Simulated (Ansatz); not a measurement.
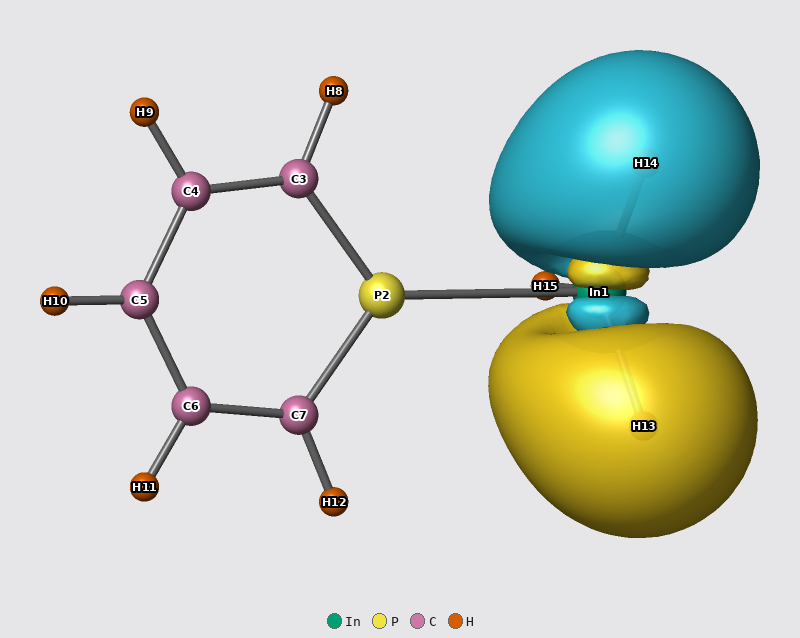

C₅H₈InP (In(phosphinine)H3). The HOMO−1 at ±0.08 Å⁻³ᐟ² (yellow and cyan are the two phases), seen at a tilt.

Geometry: PBE0-D4/def2-SVP; core potentials replace the inner electrons of In.

The calculation used RKS PBE0-D4/def2-TZVP (Ansatz 0.2.0).

| atom | x (Å) | y (Å) | z (Å) |
| --- | --- | --- | --- |
| In | 1.1529 | 1.8997 | -2.6686 |
| P | 0.2223 | 0.3668 | -0.5183 |
| C | -1.2938 | 0.4732 | 0.2969 |
| C | -1.6477 | -0.3479 | 1.3632 |
| C | -0.8142 | -1.3406 | 1.8823 |
| C | 0.4611 | -1.6055 | 1.3793 |
| C | 1.0273 | -0.9110 | 0.3147 |
| H | -2.0005 | 1.2318 | -0.0528 |
| H | -2.6320 | -0.2080 | 1.8210 |
| H | -1.1766 | -1.9375 | 2.7231 |
| H | 1.0467 | -2.4020 | 1.8490 |
| H | 2.0345 | -1.1744 | -0.0220 |
| H | 2.8257 | 1.7567 | -2.2135 |
| H | 0.2581 | 3.3226 | -2.2219 |
| H | 0.5362 | 0.8760 | -3.9325 |

Question: What is the character of this orbital?

Answer: By Hirshfeld shares it lies mainly on In1 (about 40 %), H13 (about 30 %) and H14 (about 30 %). Its energy is −7.47 eV.
